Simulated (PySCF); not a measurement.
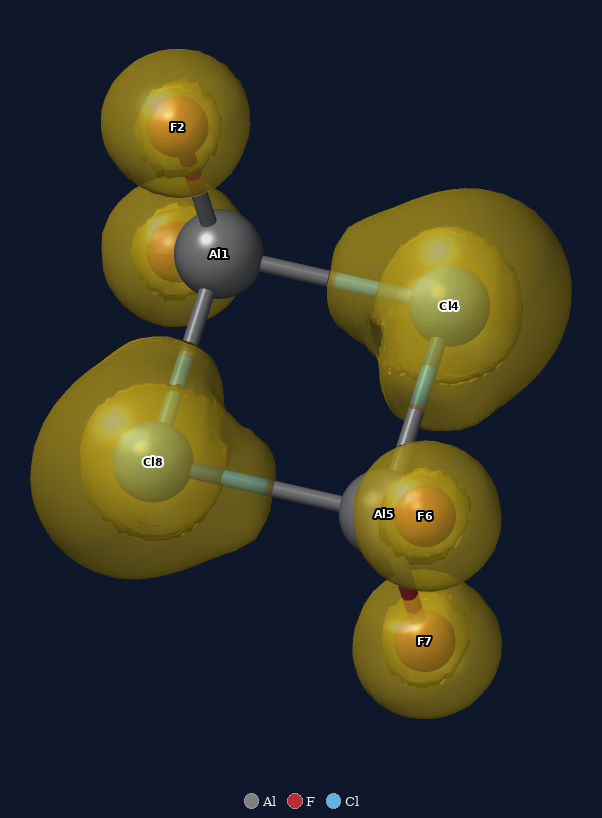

The picture shows: Al₂Cl₂F₄ ((F2Al-mu-Cl)2). Isosurface of the electron localisation function at 0.8 (yellow), seen at an oblique angle. Core shells and regions of very low density are left out.

Geometry: PBE0-D3(BJ)/def2-SVP.

Computed with PBE0/pcSseg-1 Al:pcSseg-2, SCF density, gas phase, non-relativistic (PySCF).

```yaml
atoms:
  - { symbol: Al, position_ang: [1.2276, 0.7059, -0.7093] }
  - { symbol: F, position_ang: [1.2564, 2.3541, -0.7134] }
  - { symbol: F, position_ang: [2.4002, -0.2226, -1.4048] }
  - { symbol: Cl, position_ang: [0.8360, -0.0226, 1.3988] }
  - { symbol: Al, position_ang: [-1.1931, -0.7276, 0.6883] }
  - { symbol: F, position_ang: [-2.3655, 0.2001, 1.3834] }
  - { symbol: F, position_ang: [-1.2219, -2.3760, 0.6929] }
  - { symbol: Cl, position_ang: [-0.8015, 0.0032, -1.4196] }
```

Describe the localisation domains.

At this value the surface marks out two regions on Cl in which the atom's valence shell and bonds are merged and four regions wrapped around F (the valence shell of each). Along the contacts the grid gives the following. Al–F (1.65 Å): the ELF peaks at about 0.85 in the valence shell of F, 0.6 Å from its nucleus, and is about 0.30 at the midpoint. Al–Cl (2.26 Å): the ELF peaks at about 0.90 in the valence shell of Cl, 1.0 Å from its nucleus, and is about 0.85 at the midpoint.
